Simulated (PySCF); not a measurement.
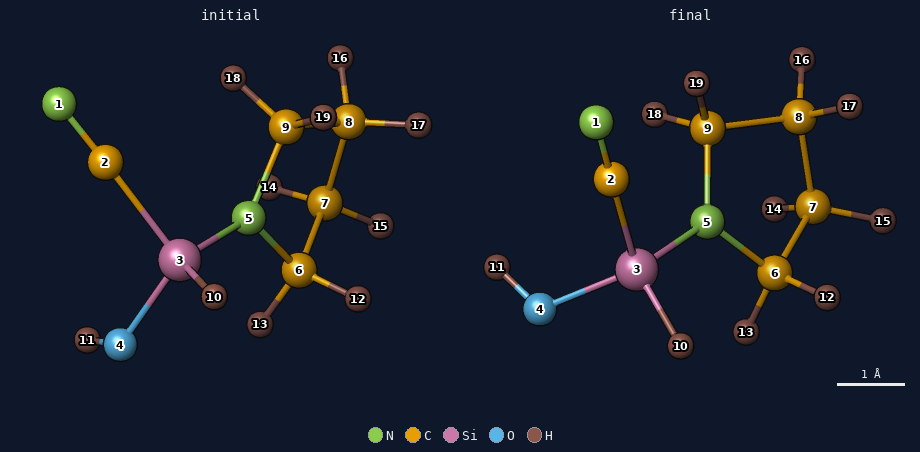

The structure of C₅H₁₀N₂OSi before (left) and after (right) a relaxation, at one scale.

A ball-and-stick model, seen from a free direction.

The start comes from GFN2-xTB. Its atoms were then displaced at random by about 0.01 Å.

Computed with PySCF 2.14.0, density-fitted response routines, PBE0-D3(BJ)/def2-SVP geometry optimisation, gas phase. 

Q: Describe what moved and what it gained.

A: The largest move after the best rigid fit is that of N1, 1.66 Å. By element the largest moves are N 1.66 Å, H 1.53 Å, C 1.00 Å, O 0.82 Å, Si 0.21 Å. Among the contacts that change: Si3–H10 1.448 → 1.478 Å, N5–C6 1.437 → 1.467 Å, C9–H18 1.079 → 1.108 Å, C6–H13 1.074 → 1.103 Å. Among the angles between lasting bonds that change: N5–Si3–H10 121.4° → 110.4°, O4–Si3–N5 112.7° → 118.7°, O4–Si3–H10 100.5° → 105.0°. Groups turn about Si3–N5 by about 60°, N5–C9 by about 25°, C8–C9 by about 25°. Over 20 geometry steps the energy falls by 4.15 kcal/mol.
